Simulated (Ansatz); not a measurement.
# A hypothetical structure for Cd3Mo

This structure for Cd3Mo is made up. Its elements were placed in a known structure type with a cell scaled to their sizes. What cell does the guess relax to, and how far off was it?

Calculated with Ansatz 0.2.0; DFT, PBE, plane-wave PAW, files of the set soft_1, scalar-relativistic, no spin, cell and ions relaxed at zero pressure; PAW set soft_1, in the first sound run; inputs show where later runs differ.

## 1. The starting structure

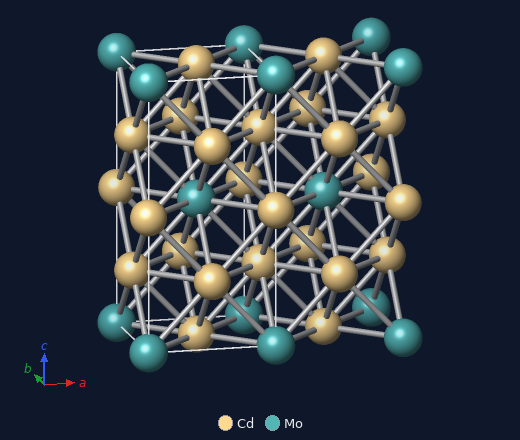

The starting structure, seen slightly off an axis (cadmium orange, molybdenum teal). 2×1×1 cells are drawn. This picture shows the conventional cell, with its axes. Some periodic images of atoms are drawn too.

Coordinates:

```cif
data_structure
_symmetry_space_group_name_H-M 'P 1'
_symmetry_Int_Tables_number 1
_cell_length_a 5.3632
_cell_length_b 5.3632
_cell_length_c 5.3632
_cell_angle_alpha 133.827
_cell_angle_beta 133.827
_cell_angle_gamma 67.358
_cell_volume 78.95
loop_
_atom_site_label
_atom_site_type_symbol
_atom_site_fract_x
_atom_site_fract_y
_atom_site_fract_z
_atom_site_occupancy
Cd1 Cd 0.50000 0.50000 0.00000 1
Cd2 Cd 0.25000 0.75000 0.50000 1
Cd3 Cd 0.75000 0.25000 0.50000 1
Mo4 Mo 0.00000 0.00000 0.00000 1
```

## 2. Relaxing cell and atoms

The guess takes its coordinates from another compound and its volume from a rule, so the cell and any free coordinates are relaxed together.

Input file input.yaml:

```yaml
crystal:
  lattice:
    - [-2.103, 2.103, 4.463]
    - [2.103, -2.103, 4.463]
    - [2.103, 2.103, -4.463]
  atoms:
    - { symbol: Cd, position: [0.5, 0.5, 0.0] }
    - { symbol: Cd, position: [0.25, 0.75, 0.5] }
    - { symbol: Cd, position: [0.75, 0.25, 0.5] }
    - { symbol: Mo, position: [0.0, 0.0, 0.0] }
kpoints:
  mp_grid: { grid: [9, 9, 9] }
scf:
  occupations: { method: fermi_dirac, width: 0.05 }
hamiltonian:
  xc: pbe
  pseudopotentials: { kind: paw, azcp: { folder: soft_1 } }
relax:
  f_tol: 0.015
  max_steps: 70
  cell: {}
output:
  forces: true
  stress: true
```

The run is started by

```bash
ansatz run input.yaml --threads 4 --pin off --max-ram 8192MiB --backend cpu --events-out ev --progress --plain --runs-dir out
```

Numbers of over 12 decimals in the logs are rounded to 6 here.

Output:

```text
Engine: ansatz 0.2.0, aarch64-unknown-linux-gnu
Pseudopotentials: kind: paw
Pseudopotential: Cd, paw, valence charge 20, recommended cutoff 420 eV (normal), soft_1/Cd.paw.azcp
Pseudopotential: Mo, paw, valence charge 14, recommended cutoff 420 eV (normal), soft_1/Mo.paw.azcp
Functional definition: PBE
  parameter kappa = 0.804
  parameter beta = 0.066725
  exchange = pbe_x(kappa = kappa, mu = beta*pi^2/3)
  correlation = pbe_c(beta = beta)
Crystal: 4 atoms, lattice volume = 78.952 Å³
Basis set: ecut = 420 eV, 1523 PW (Γ), exchange–correlation on 72×72×72 points (8 copies of the dense FFT grid, shifted against one another)
Bands: 45, of which v1, the nominal top of the filled ones, is band 37 counted from 1 (36 counted from 0)
Symmetry: 16 space group operations
Space group: I4/mmm (ITA 139), of the structure as read, at distance tolerance 4.3e-5 Å
k-points: 75 of 729
Non-local potential: Cd, projectors of the file, l = 0: 3, l = 1: 2, l = 2: 2, l = 3: 1
Non-local potential: Mo, projectors of the file, l = 0: 3, l = 1: 2, l = 2: 2, l = 3: 1
PAW form: soft (Blöchl's): semilocal exchange-correlation on the pseudo side does not see the compensation charge
PAW one-centre angular grid: Cd, 590 points (default); XC on 64 Gauss nodes
PAW one-centre angular grid: Mo, 590 points (default); XC on 64 Gauss nodes
Initial density: superposition of atomic densities (chi_scale 0.1, normalization cell, long waves kept (reshape's long-wave potential 0.00 eV rms))
Initial wavefunctions: pseudopotential atomic-orbital guess
Functional: x = pbe(κ = 0.804, μ = 0.219515), c = pbe(β = 0.066725)
SCF iter   1: F=—  HF=-29719.487988 eV  |F-HF|=—  |Δ(HF+E_count)|=         —  Δρ=8.70e-2  dr2=1.20e1  ethr=3.10e-3  ⟨swp⟩=5.6  Hψ=11158  notcnv=0  defer=7
preconditioner: auto → Kerker (q_TF=auto, 2.699 Å⁻¹)  [metal: Δε(μ)=0.026 eV  Ē_g=11.208 eV  σ=0.050 eV  W_gap=0.13  n_scr=30 (ndim 8)  ℏωp=27.1 eV  f_vac=0.000  D(μ)=3.93/eV (n_scr^D=36)]
SCF iter   2: F=—  HF=-29718.090058 eV  |F-HF|=—  |Δ(HF+E_count)|=    1.40e0  Δρ=4.92e-2  dr2=3.69e0  ethr=3.10e-3  ⟨swp⟩=2.0  Hψ=4615  notcnv=0  defer=114
SCF iter   3: F=—  HF=-29717.583222 eV  |F-HF|=—  |Δ(HF+E_count)|=   5.07e-1  Δρ=9.11e-3  dr2=8.56e-2  ethr=3.10e-3  ⟨swp⟩=2.1  Hψ=5565  notcnv=0  defer=114
SCF iter   4: F=—  HF=-29717.582725 eV  |F-HF|=—  |Δ(HF+E_count)|=   4.97e-4  Δρ=4.91e-3  dr2=3.09e-2  ethr=1.16e-4  ⟨swp⟩=2.0  Hψ=6334  notcnv=0  defer=117
SCF iter   5: F=—  HF=-29717.578081 eV  |F-HF|=—  |Δ(HF+E_count)|=   4.64e-3  Δρ=1.77e-3  dr2=3.91e-3  ethr=4.17e-5  ⟨swp⟩=2.0  Hψ=3698  notcnv=0  defer=117
SCF iter   6: F=—  HF=-29717.577482 eV  |F-HF|=—  |Δ(HF+E_count)|=   5.99e-4  Δρ=4.31e-4  dr2=3.17e-4  ethr=5.28e-6  ⟨swp⟩=2.1  Hψ=4356  notcnv=0  defer=117
SCF iter   7: F=—  HF=-29717.577444 eV  |F-HF|=—  |Δ(HF+E_count)|=   3.84e-5  Δρ=1.22e-4  dr2=3.07e-5  ethr=4.28e-7  ⟨swp⟩=1.6  Hψ=3331  notcnv=0  defer=117
SCF iter   8: F=—  HF=-29717.577430 eV  |F-HF|=—  |Δ(HF+E_count)|=   1.39e-5  Δρ=2.34e-5  dr2=7.04e-7  ethr=4.15e-8  ⟨swp⟩=2.0  Hψ=3616  notcnv=0  defer=117
SCF iter   9: F=-29717.577430 eV  HF=-29717.577430 eV  |F-HF|=5.75e-8  |Δ(HF+E_count)|=   1.58e-7  Δρ=8.54e-6  dr2=8.33e-8  ethr=1.35e-10  ⟨swp⟩=4.0  Hψ=10804  notcnv=0
SCF 1 converged in 9 iterations: F = -29717.577430 eV  dr2 = 8.33e-8
  greatest PAW one-centre occupation: 1.000 electrons in one spin orbital (limit 2), on the Cd atom at site 0 (counted from 0), in its partial waves of l = 0
relax step   1: F+E_penalty+E_count = -29717.57742976 eV  Δ(F+E_penalty+E_count) = +0.000e0 eV  max|allowed force component| = 1.735e-17 eV/Å  Δτ_max = 0.0000 Å  P = -0.930 GPa  Ω = 78.952 Å³  (9 SCF iters, dr2 threshold 1.00e-7 eV, accepted)
Crystal: 4 atoms, lattice volume = 77.279 Å³
Basis set: ecut = 420 eV, 1515 PW (Γ), exchange–correlation on 72×72×72 points (8 copies of the dense FFT grid, shifted against one another)
Initial density: handed on by an earlier stage of this run
Initial wavefunctions: those handed on with the density
iter 1 solved again at ethr=2.18e-6 eV; its pass at ethr=3.10e-3 eV (dr2=1.62e-3 eV) is discarded
SCF iter   1: F=—  HF=-29717.578019 eV  |F-HF|=—  |Δ(HF+E_count)|=         —  Δρ=1.41e-3  dr2=1.45e-3  ethr=2.18e-6  ⟨swp⟩=2.0  Hψ=14693  notcnv=0
preconditioner: auto → Kerker (q_TF=auto, 2.709 Å⁻¹)  [metal: Δε(μ)=0.004 eV  Ē_g=10.935 eV  σ=0.050 eV  W_gap=0.02  n_scr=30 (ndim 8)  ℏωp=27.4 eV  f_vac=0.000  D(μ)=3.69/eV (n_scr^D=32)]
SCF iter   2: F=—  HF=-29717.577695 eV  |F-HF|=—  |Δ(HF+E_count)|=   3.24e-4  Δρ=7.09e-4  dr2=4.19e-4  ethr=1.96e-6  ⟨swp⟩=2.3  Hψ=4573  notcnv=0
SCF iter   3: F=—  HF=-29717.577573 eV  |F-HF|=—  |Δ(HF+E_count)|=   1.23e-4  Δρ=2.07e-4  dr2=4.36e-5  ethr=5.66e-7  ⟨swp⟩=2.5  Hψ=5135  notcnv=0
SCF iter   4: F=—  HF=-29717.577572 eV  |F-HF|=—  |Δ(HF+E_count)|=   1.07e-6  Δρ=6.72e-5  dr2=4.38e-6  ethr=5.89e-8  ⟨swp⟩=2.0  Hψ=4866  notcnv=0
iter 5 did not close the SCF: its close was put off for the readings that it lacked (scf_convergence_deferred on its scf_iter line)
SCF iter   5: F=-29717.577571 eV  HF=-29717.577571 eV  |F-HF|=1.51e-7  |Δ(HF+E_count)|=   8.77e-7  Δρ=1.34e-5  dr2=2.65e-7  ethr=5.91e-9  ⟨swp⟩=2.5  Hψ=4893  notcnv=0
SCF iter   6: F=-29717.577571 eV  HF=-29717.577571 eV  |F-HF|=2.61e-8  |Δ(HF+E_count)|=   4.88e-8  Δρ=5.31e-6  dr2=4.06e-8  ethr=3.58e-10  ⟨swp⟩=2.2  Hψ=10559  notcnv=0
SCF 2 converged in 6 iterations: F = -29717.577571 eV  dr2 = 4.06e-8
relax step   2: F+E_penalty+E_count = -29717.57757072 eV  Δ(F+E_penalty+E_count) = -1.410e-4 eV  max|allowed force component| = 2.082e-17 eV/Å  Δτ_max = 0.0000 Å  P = +1.102 GPa  Ω = 77.279 Å³  energy of the carried Pulay correction = +3.783e-4 eV  (6 SCF iters, dr2 threshold 4.00e-7 eV, rejected (line search))
Crystal: 4 atoms, lattice volume = 78.238 Å³
iter 1 solved again at ethr=6.01e-7 eV; its pass at ethr=3.10e-3 eV (dr2=4.45e-4 eV) is discarded
SCF iter   1: F=—  HF=-29717.580417 eV  |F-HF|=—  |Δ(HF+E_count)|=         —  Δρ=7.65e-4  dr2=4.56e-4  ethr=6.01e-7  ⟨swp⟩=2.0  Hψ=14612  notcnv=0
preconditioner: auto → Kerker (q_TF=auto, 2.703 Å⁻¹)  [metal: Δε(μ)=0.008 eV  Ē_g=10.880 eV  σ=0.050 eV  W_gap=0.04  n_scr=30 (ndim 8)  ℏωp=27.2 eV  f_vac=0.000  D(μ)=3.77/eV (n_scr^D=32)]
SCF iter   2: F=—  HF=-29717.580314 eV  |F-HF|=—  |Δ(HF+E_count)|=   1.03e-4  Δρ=3.73e-4  dr2=1.24e-4  ethr=6.01e-7  ⟨swp⟩=2.7  Hψ=4571  notcnv=0
SCF iter   3: F=—  HF=-29717.580275 eV  |F-HF|=—  |Δ(HF+E_count)|=   3.95e-5  Δρ=1.16e-4  dr2=1.32e-5  ethr=1.67e-7  ⟨swp⟩=2.6  Hψ=5017  notcnv=0
SCF iter   4: F=—  HF=-29717.580267 eV  |F-HF|=—  |Δ(HF+E_count)|=   7.57e-6  Δρ=3.66e-5  dr2=1.11e-6  ethr=1.78e-8  ⟨swp⟩=2.0  Hψ=4904  notcnv=0
SCF iter   5: F=—  HF=-29717.580265 eV  |F-HF|=—  |Δ(HF+E_count)|=   1.68e-6  Δρ=6.75e-6  dr2=6.08e-8  ethr=1.50e-9  ⟨swp⟩=2.9  Hψ=5943  notcnv=0
SCF iter   6: F=—  HF=-29717.580265 eV  |F-HF|=—  |Δ(HF+E_count)|=   8.25e-9  Δρ=2.84e-6  dr2=1.21e-8  ethr=8.22e-11  ⟨swp⟩=2.6  Hψ=5028  notcnv=0
SCF iter   7: F=—  HF=-29717.580265 eV  |F-HF|=—  |Δ(HF+E_count)|=   2.48e-9  Δρ=1.04e-6  dr2=8.94e-10  ethr=1.63e-11  ⟨swp⟩=2.3  Hψ=4761  notcnv=0
SCF iter   8: F=—  HF=-29717.580265 eV  |F-HF|=—  |Δ(HF+E_count)|=  2.66e-10  Δρ=3.42e-7  dr2=9.23e-11  ethr=1.21e-12  ⟨swp⟩=2.0  Hψ=5935  notcnv=0
SCF iter   9: F=-29717.580265 eV  HF=-29717.580265 eV  |F-HF|=7.28e-12  |Δ(HF+E_count)|=  1.46e-11  Δρ=1.08e-7  dr2=7.52e-12  ethr=1.00e-12  ⟨swp⟩=4.0  Hψ=9730  notcnv=0
SCF 3 converged in 9 iterations: F = -29717.580265 eV  dr2 = 7.52e-12
relax step   3: F+E_penalty+E_count = -29717.58026536 eV  Δ(F+E_penalty+E_count) = -2.836e-3 eV  max|allowed force component| = 2.082e-17 eV/Å  Δτ_max = 0.0000 Å  P = -0.088 GPa  Ω = 78.238 Å³  energy of the carried Pulay correction = +1.608e-4 eV  (9 SCF iters, accepted)
Crystal: 4 atoms, lattice volume = 78.136 Å³
iter 1 solved again at ethr=7.52e-8 eV; its pass at ethr=3.10e-3 eV (dr2=5.57e-5 eV) is discarded
SCF iter   1: F=—  HF=-29717.580468 eV  |F-HF|=—  |Δ(HF+E_count)|=         —  Δρ=2.30e-4  dr2=3.20e-5  ethr=7.52e-8  ⟨swp⟩=2.1  Hψ=14152  notcnv=0
preconditioner: auto → Kerker (q_TF=auto, 2.704 Å⁻¹)  [metal: Δε(μ)=0.007 eV  Ē_g=10.877 eV  σ=0.050 eV  W_gap=0.03  n_scr=30 (ndim 8)  ℏωp=27.2 eV  f_vac=0.000  D(μ)=3.76/eV (n_scr^D=32)]
SCF iter   2: F=—  HF=-29717.580459 eV  |F-HF|=—  |Δ(HF+E_count)|=   8.15e-6  Δρ=1.32e-4  dr2=1.21e-5  ethr=4.32e-8  ⟨swp⟩=1.0  Hψ=3376  notcnv=0
SCF iter   3: F=—  HF=-29717.580458 eV  |F-HF|=—  |Δ(HF+E_count)|=   1.89e-6  Δρ=2.33e-5  dr2=8.05e-7  ethr=1.64e-8  ⟨swp⟩=1.9  Hψ=3569  notcnv=0
SCF iter   4: F=—  HF=-29717.580457 eV  |F-HF|=—  |Δ(HF+E_count)|=   1.96e-7  Δρ=1.08e-5  dr2=1.83e-7  ethr=1.09e-9  ⟨swp⟩=2.1  Hψ=4899  notcnv=0
iter 5 did not close the SCF: its close was put off for the readings that it lacked (scf_convergence_deferred on its scf_iter line)
SCF iter   5: F=-29717.580457 eV  HF=-29717.580457 eV  |F-HF|=8.46e-9  |Δ(HF+E_count)|=   5.75e-8  Δρ=3.07e-6  dr2=1.32e-8  ethr=2.47e-10  ⟨swp⟩=2.5  Hψ=5739  notcnv=0
SCF iter   6: F=-29717.580457 eV  HF=-29717.580457 eV  |F-HF|=1.82e-10  |Δ(HF+E_count)|=   1.42e-9  Δρ=7.95e-7  dr2=5.21e-10  ethr=1.79e-11  ⟨swp⟩=2.0  Hψ=8816  notcnv=0
SCF 4 converged in 6 iterations: F = -29717.580457 eV  dr2 = 5.21e-10
relax step   4: F+E_penalty+E_count = -29717.58045731 eV  Δ(F+E_penalty+E_count) = -1.920e-4 eV  max|allowed force component| = 1.301e-17 eV/Å  Δτ_max = 0.0000 Å  P = +0.043 GPa  Ω = 78.136 Å³  energy of the carried Pulay correction = +1.848e-4 eV  (6 SCF iters, dr2 threshold 6.92e-8 eV, accepted)
Crystal: 4 atoms, lattice volume = 78.179 Å³
iter 1 solved again at ethr=1.22e-7 eV; its pass at ethr=3.10e-3 eV (dr2=9.04e-5 eV) is discarded
SCF iter   1: F=—  HF=-29717.580571 eV  |F-HF|=—  |Δ(HF+E_count)|=         —  Δρ=2.73e-4  dr2=4.83e-5  ethr=1.22e-7  ⟨swp⟩=2.0  Hψ=14158  notcnv=0
preconditioner: auto → Kerker (q_TF=auto, 2.703 Å⁻¹)  [metal: Δε(μ)=0.003 eV  Ē_g=10.872 eV  σ=0.050 eV  W_gap=0.02  n_scr=30 (ndim 8)  ℏωp=27.2 eV  f_vac=0.000  D(μ)=3.76/eV (n_scr^D=32)]
SCF iter   2: F=—  HF=-29717.580567 eV  |F-HF|=—  |Δ(HF+E_count)|=   3.55e-6  Δρ=1.58e-4  dr2=1.76e-5  ethr=6.53e-8  ⟨swp⟩=1.0  Hψ=3376  notcnv=0
SCF iter   3: F=—  HF=-29717.580554 eV  |F-HF|=—  |Δ(HF+E_count)|=   1.31e-5  Δρ=2.51e-5  dr2=1.05e-6  ethr=2.38e-8  ⟨swp⟩=1.9  Hψ=3537  notcnv=0
SCF iter   4: F=—  HF=-29717.580554 eV  |F-HF|=—  |Δ(HF+E_count)|=   2.42e-7  Δρ=1.31e-5  dr2=2.31e-7  ethr=1.42e-9  ⟨swp⟩=2.0  Hψ=4893  notcnv=0
iter 5 did not close the SCF: its close was put off for the readings that it lacked (scf_convergence_deferred on its scf_iter line)
SCF iter   5: F=-29717.580554 eV  HF=-29717.580554 eV  |F-HF|=8.97e-9  |Δ(HF+E_count)|=   7.43e-8  Δρ=3.28e-6  dr2=1.50e-8  ethr=3.12e-10  ⟨swp⟩=2.0  Hψ=5471  notcnv=0
SCF iter   6: F=-29717.580554 eV  HF=-29717.580554 eV  |F-HF|=1.67e-10  |Δ(HF+E_count)|=   2.11e-9  Δρ=8.75e-7  dr2=5.18e-10  ethr=2.02e-11  ⟨swp⟩=2.0  Hψ=9966  notcnv=0
SCF 5 converged in 6 iterations: F = -29717.580554 eV  dr2 = 5.18e-10
relax step   5: F+E_penalty+E_count = -29717.58055375 eV  Δ(F+E_penalty+E_count) = -9.645e-5 eV  max|allowed force component| = 1.561e-17 eV/Å  Δτ_max = 0.0000 Å  P = +0.007 GPa  Ω = 78.179 Å³  energy of the carried Pulay correction = +1.769e-4 eV  (6 SCF iters, dr2 threshold 4.81e-8 eV, accepted)
Initial wavefunctions: pseudopotential atomic-orbital guess (no wavefunctions were taken with the density)
iter 1 solved again at ethr=2.86e-8 eV; its pass at ethr=3.10e-3 eV (dr2=2.12e-5 eV) is discarded
SCF iter   1: F=—  HF=-29717.580374 eV  |F-HF|=—  |Δ(HF+E_count)|=         —  Δρ=2.12e-5  dr2=6.14e-8  ethr=2.86e-8  ⟨swp⟩=3.0  Hψ=20116  notcnv=0
preconditioner: auto → Kerker (q_TF=auto, 2.703 Å⁻¹)  [metal: Δε(μ)=0.004 eV  Ē_g=10.871 eV  σ=0.050 eV  W_gap=0.02  n_scr=30 (ndim 8)  ℏωp=27.2 eV  f_vac=0.000  D(μ)=3.76/eV (n_scr^D=32)]
SCF iter   2: F=—  HF=-29717.580373 eV  |F-HF|=—  |Δ(HF+E_count)|=   6.70e-7  Δρ=1.06e-5  dr2=1.73e-8  ethr=8.30e-11  ⟨swp⟩=2.0  Hψ=5966  notcnv=0
SCF iter   3: F=—  HF=-29717.580373 eV  |F-HF|=—  |Δ(HF+E_count)|=   2.02e-8  Δρ=2.99e-6  dr2=2.37e-9  ethr=2.34e-11  ⟨swp⟩=2.5  Hψ=5542  notcnv=0
SCF iter   4: F=—  HF=-29717.580373 eV  |F-HF|=—  |Δ(HF+E_count)|=   1.31e-9  Δρ=2.02e-7  dr2=4.19e-11  ethr=3.21e-12  ⟨swp⟩=2.0  Hψ=4839  notcnv=0
iter 5 did not close the SCF: its close was put off for the readings that it lacked (scf_convergence_deferred on its scf_iter line)
SCF iter   5: F=-29717.580373 eV  HF=-29717.580373 eV  |F-HF|=3.64e-12  |Δ(HF+E_count)|=  1.09e-11  Δρ=4.54e-8  dr2=3.25e-12  ethr=1.00e-12  ⟨swp⟩=1.0  Hψ=3375  notcnv=0
iter 6 did not close the SCF: its close was put off for the readings that it lacked (scf_convergence_deferred on its scf_iter line)
SCF iter   6: F=-29717.580373 eV  HF=-29717.580373 eV  |F-HF|=3.64e-12  |Δ(HF+E_count)|=    0.00e0  Δρ=1.74e-8  dr2=4.11e-13  ethr=1.00e-12  ⟨swp⟩=1.0  Hψ=3375  notcnv=0
iter 7 did not close the SCF: its close was put off for the readings that it lacked (scf_convergence_deferred on its scf_iter line)
SCF iter   7: F=-29717.580373 eV  HF=-29717.580373 eV  |F-HF|=7.28e-12  |Δ(HF+E_count)|=    0.00e0  Δρ=4.76e-9  dr2=3.06e-14  ethr=1.00e-12  ⟨swp⟩=1.0  Hψ=3375  notcnv=0
iter 8 did not close the SCF: its close was put off for the readings that it lacked (scf_convergence_deferred on its scf_iter line)
SCF iter   8: F=-29717.580373 eV  HF=-29717.580373 eV  |F-HF|=7.28e-12  |Δ(HF+E_count)|=  7.28e-12  Δρ=1.48e-9  dr2=1.88e-15  ethr=1.00e-12  ⟨swp⟩=1.0  Hψ=3375  notcnv=0
SCF iter   9: F=-29717.580373 eV  HF=-29717.580373 eV  |F-HF|=0.00e0  |Δ(HF+E_count)|=  1.09e-11  Δρ=7.02e-10  dr2=2.57e-16  ethr=1.00e-12  ⟨swp⟩=1.0  Hψ=7050  notcnv=0
SCF 6 converged in 9 iterations: F = -29717.580373 eV  dr2 = 2.57e-16
relax step   6: F+E_penalty+E_count = -29717.58037328 eV  Δ(F+E_penalty+E_count) = +1.805e-4 eV  max|allowed force component| = 2.602e-18 eV/Å  Δτ_max = 0.0000 Å  P = +0.007 GPa  Ω = 78.179 Å³  stress off target by 2.82e-2 GPa  SCF on the basis re-selected at this cell (its energy is not comparable with the rows above)  (9 SCF iters)
basis re-selected at this cell: Δ(F+E_penalty+E_count) = +1.805e-4 eV, ΔP = +0.000 GPa vs the last step (what re-selecting the basis moved, of the pressure what is left beyond the Pulay correction that the steps carried, after the strain that the cell walked since its last selection, with what the two solves' SCF thresholds leave and, on support functions, any second-order correction that the steps lacked; it is no m [...]
SCF converged after 9 iterations
Free energy (F): -29717.580373 eV
Harris-Foulkes:  -29717.580373 eV  (|F-HF|=0.00e0)
Internal energy: -29717.549356 eV  (E = F + TS)
E sigma→0 (E₀):  -29717.564865 eV
Entropy (-TS):   -0.031017 eV (-7.754 meV/atom)
Fermi energy:    16.018182 eV
--- Per-component energies (eV) ---
  E_band       = -1189.897058
  E_kinetic    = 1741.510662
  E_local      = -9479.859680  (includes V_loc(G=0)·N_el)
  E_nonlocal   = 505.669760
  E_hartree    = 4336.273845
  E_xc         = -646.921193
  E_vxc        = -809.476567  (∫ρ·V_xc dr)
  E_paw        = -15503.232102  (= ΣΔE_a)
  E_vpaw       = -1820.290000  (= ΣTr[D̂ρ^β])
  E_aug_tail   = 0.001079  (compensation charges beyond the density's cutoff)
  E_ewald      = -10670.991726
  E_smearing   = -0.031017  (= −TS)
  E_closure    = -0.000000  (closes the sum)
  Σ components = -29717.580373   (vs F -29717.580373, Δ=0.00e0)
--- Forces (eV/Å), atoms counted from 1 ---
  atom   1  Cd     0.00000000     0.00000000    -0.00000000
  atom   2  Cd     0.00000000     0.00000000     0.00000000
  atom   3  Cd    -0.00000000     0.00000000     0.00000000
  atom   4  Mo     0.00000000     0.00000000     0.00000000
  max |Σ_I F_I| component: 3.47e-18 eV/Å
--- Stress (GPa, compression-positive) ---
       -0.003491       0.000000       0.000000
        0.000000      -0.003491       0.000000
        0.000000       0.000000       0.028207
  P = ⅓ Tr σ = 0.0071 GPa (0.071 kbar)
--- Relaxed structure (5 steps of the walk, 4 accepted, 1 SCFs on fresh bases) ---
  F+E_penalty+E_count = -29717.58037328 eV   max|allowed force component| = 2.602e-18 eV/Å   (the final SCF, on the basis selected at the relaxed cell)
  cell:  # Å, volume = 78.1791 Å³
    - [-2.089413, 2.089413, 4.476947]
    - [2.089413, -2.089413, 4.476947]
    - [2.089413, 2.089413, -4.476947]
  atoms:
    - { symbol: Cd, position: [0.500000, 0.500000, 0] }
    - { symbol: Cd, position: [0.250000, 0.750000, 0.500000] }
    - { symbol: Cd, position: [0.750000, 0.250000, 0.500000] }
    - { symbol: Mo, position: [0, 0, 0] }
```

Run time: 21 s. Hardware: 4 threads of Arm Neoverse V1, shared host; peak memory 0.53 GiB.

Step by step:

```tsv
step	energy less that of the first step (eV)	largest force component (eV/Å)	pressure (GPa)	volume (Å³)
1	0.0000	0.0000	-0.93	78.95
2	-0.0001	0.0000	1.10	77.28
3	-0.0028	0.0000	-0.09	78.24
4	-0.0030	0.0000	0.04	78.14
5	-0.0031	0.0000	0.01	78.18
6*	-0.0029	0.0000	0.01	78.18
```

Relaxation steps marked * repeat the geometry before them on a plane-wave basis chosen anew for their cell, so energy and pressure can jump there. Relaxation step 2 was tried and not accepted.

Forces are held to the 16 operations that the run works with; a distortion that breaks them can't arise in this run.

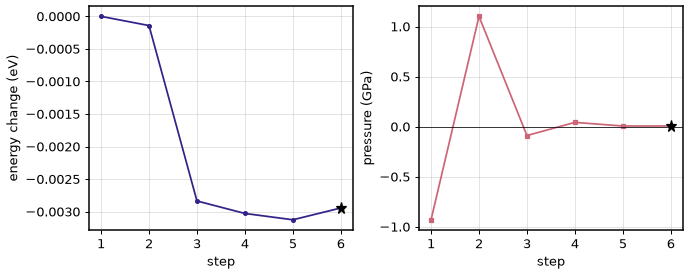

Energy and pressure along the relaxation. Stars mark steps on a basis chosen anew.

```tsv
conventional cell, symmetrised	before	after	change
a (Å)	4.206	4.179	-0.6 %
b (Å)	4.206	4.179	-0.6 %
c (Å)	8.926	8.954	+0.3 %
volume (Å³/atom)	19.74	19.54	-1.0 %
```

Numbers from this step:

- free energy: -29717.5804 eV
- energy at zero smearing: -29717.5649 eV
- smearing term TS: 0.03102 eV
- Fermi energy: 16.02 eV
- electrons: 74
- symmetry operations: 16
- pressure: 0.007075 GPa

The shortest distance of each pair, which need not be the same contact before and after:

```tsv
pair	guess (Å)	relaxed (Å)
Cd–Cd	2.974	2.955
Cd–Mo	2.974	2.955
Mo–Mo	4.206	4.179
```

The relaxation ends with a pressure of 0.01 GPa.

[end of part 1 of 2]

[Logs are printed without paths, hosts, clocks, repeated set-up lines and the standing remarks that a program may print on its own settings, such as how far it seeks lower states.]

[Hosts, paths, dates, database ids (printed as entryN), source tags and the programs' standing remarks are cut or masked in the printed files.]
